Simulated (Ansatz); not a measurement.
# Run report: Si2PH6F, frequency calculation

The run: frequency calculation of Si2PH6F. Method and program: RKS r2SCAN-D4/6-31G (Ansatz 0.2.0).

It belongs to a series of runs on one base structure; here: vibrations at the highest image of the band. Figures and captions count atoms from 1; the log counts them from 0 in places.

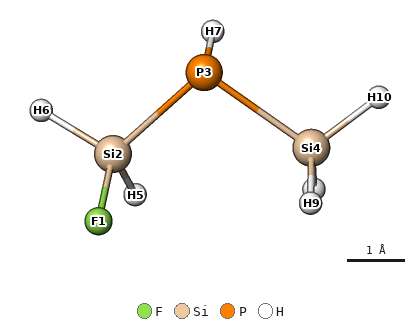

The structure as given in the input (ball-and-stick view, seen at a tilt; atoms are numbered from 1 in the order of the input).

Input
```yaml
crystal:
  periodic: [false, false, false]
  atoms:
    - { symbol: F, position_ang: [-1.858853, 0.287125, 1.83125] }
    - { symbol: Si, position_ang: [-1.101317, 1.241294, 0.635281] }
    - { symbol: P, position_ang: [1.120444, 0.582751, 0.542355] }
    - { symbol: Si, position_ang: [0.899626, -1.47469, -0.538045] }
    - { symbol: H, position_ang: [-1.864806, 1.026505, -0.644674] }
    - { symbol: H, position_ang: [-1.152197, 2.679614, 1.061843] }
    - { symbol: H, position_ang: [1.429372, 1.367603, -0.640361] }
    - { symbol: H, position_ang: [-0.063632, -1.428993, -1.694372] }
    - { symbol: H, position_ang: [0.416076, -2.459372, 0.481235] }
    - { symbol: H, position_ang: [2.258486, -1.873037, -1.031612] }
basis:
  gaussian: { orbitals: "6-31G" }
hamiltonian:
  xc: r2scan
  dispersion: d4
phonons: {}
```

Launch command:
```bash
ansatz run input.yaml --threads 1 --pin off --max-ram 2048MiB --backend cpu --events-out ev --progress --plain --runs-dir out
```

What the program printed
```
Engine: ansatz 0.2.0, x86_64-unknown-linux-gnu
Functional definition: r2SCAN
  parameter k0 = 0.174
  parameter k1 = 0.065
  parameter a1 = 4.9479
  exchange = r2scan_x(k0 = k0, k1 = k1, a1 = a1)
  correlation = r2scan_c
738 factors; integrals over basis functions are off by at most 2.4e-4 eV
mean field evaluation 1: about -27850.1870 eV, gradient 3.1e1 eV
mean field evaluation 2: about -27844.5852 eV, gradient 6.6e1 eV
mean field evaluation 4: about -27851.9650 eV, gradient 2.9e0 eV
mean field evaluation 8: about -27851.9901 eV, gradient 2.0e-2 eV
mean field -27851.99007107 eV, -1023.5417563548 hartree, gradient 3.9e-5 eV, S^2 0.000000; 0 other end points of the search recorded, 0 dependent functions left out
the calculation of the forces begins
reference -27851.99008288 eV, -1023.5417567889 hartree; 29, 29 occupied and 31, 31 virtual orbitals, 738 factors
these checks for a lower state are left out or cut short: stability, starts, cluster_reference, orbital_swaps, neighbouring_geometries, increment
738 factors; integrals over basis functions are off by at most 2.4e-4 eV
mean field evaluation 16: about -27851.9901 eV, gradient 5.4e-2 eV
mean field -27851.99007857 eV, -1023.5417566304 hartree, gradient 6.2e-7 eV, S^2 0.000000; 0 other end points of the search recorded, 0 dependent functions left out
[... from here on the field's lines of each further geometry are left out, up to the last ...]
the calculation of the forces begins
reference -27851.99006840 eV, -1023.5417562566 hartree; 29, 29 occupied and 31, 31 virtual orbitals, 738 factors
these checks for a lower state are left out or cut short: stability, starts, cluster_reference, orbital_swaps, neighbouring_geometries, increment
738 factors; integrals over basis functions are off by at most 2.4e-4 eV
mean field -27851.99006384 eV, -1023.5417560893 hartree, gradient 2.8e-6 eV, S^2 0.000000; 0 other end points of the search recorded, 0 dependent functions left out
the calculation of the forces begins
reference -27851.99007566 eV, -1023.5417565234 hartree; 29, 29 occupied and 31, 31 virtual orbitals, 738 factors
WARN: phonons: modes at or below zero, which the zero-point energy, F, S and C_V leave out: 1, the lowest at -40.83 cm⁻¹. A minimum has none, and a first-order saddle one
Total energy: -27852.04846237 eV, -1023.5439021955 hartree
Atom 0 at    -1.858853     0.287125     1.831250 Å, force     0.013337     0.018702    -0.017529 eV/Å
Atom 1 at    -1.101317     1.241294     0.635281 Å, force    -0.016432    -0.003037     0.015506 eV/Å
Atom 2 at     1.120444     0.582751     0.542355 Å, force    -0.000432    -0.002438     0.001635 eV/Å
Atom 3 at     0.899626    -1.474690    -0.538045 Å, force     0.006344     0.001191    -0.007662 eV/Å
Atom 4 at    -1.864806     1.026505    -0.644674 Å, force     0.004518    -0.003941     0.008256 eV/Å
Atom 5 at    -1.152197     2.679614     1.061843 Å, force    -0.005418    -0.007785    -0.004246 eV/Å
Atom 6 at     1.429372     1.367603    -0.640361 Å, force     0.001043    -0.001757     0.002093 eV/Å
Atom 7 at    -0.063632    -1.428993    -1.694372 Å, force     0.001935     0.003056     0.002674 eV/Å
Atom 8 at     0.416076    -2.459372     0.481235 Å, force    -0.001806    -0.000712     0.000586 eV/Å
Atom 9 at     2.258486    -1.873037    -1.031612 Å, force    -0.003089    -0.003280    -0.001312 eV/Å
Dipole moment:     0.053379     0.150474    -0.561811 e Å
Vibrations: -40.83 79.20 119.44 179.86 389.81 442.34 476.14 521.24 582.01 651.27 696.74 781.44 788.86 836.00 881.67 910.11 922.44 930.99 2152.08 2159.95 2196.84 2200.79 2217.21 2267.94 cm⁻¹, zero-point energy 1.449646 eV
```

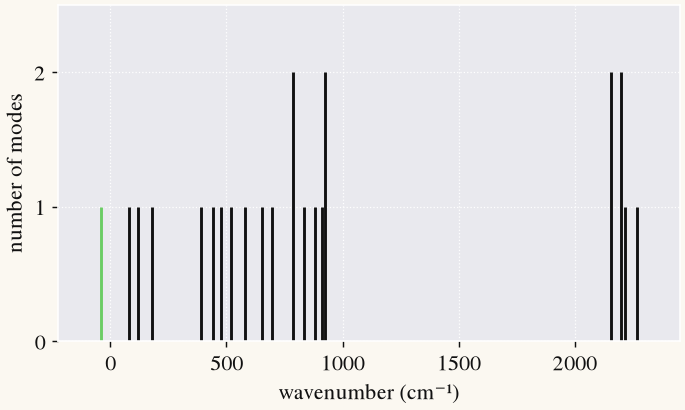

Harmonic vibrational wavenumbers from the force constants; neighbouring modes closer than 10 cm⁻¹ are counted in one stick, and imaginary ones are drawn at negative wavenumbers. 24 modes from 41i to 2268 cm⁻¹, 1 imaginary beyond 8i (41i cm⁻¹): not a clean minimum; so soft a mode can be a shallow saddle, an incomplete relaxation or noise of the force constants.

Results in brief

- outcome: converged
- total energy: −27852.0485 eV
- mean-field energy: −27851.9901 eV
- largest force (length of the vector): 0.029 eV/Å
- hardware: 1 thread of Intel Xeon (Granite Rapids), 32 GiB of memory available, shared host
- wall time: 1.8 min
- peak memory: 0.14 GiB
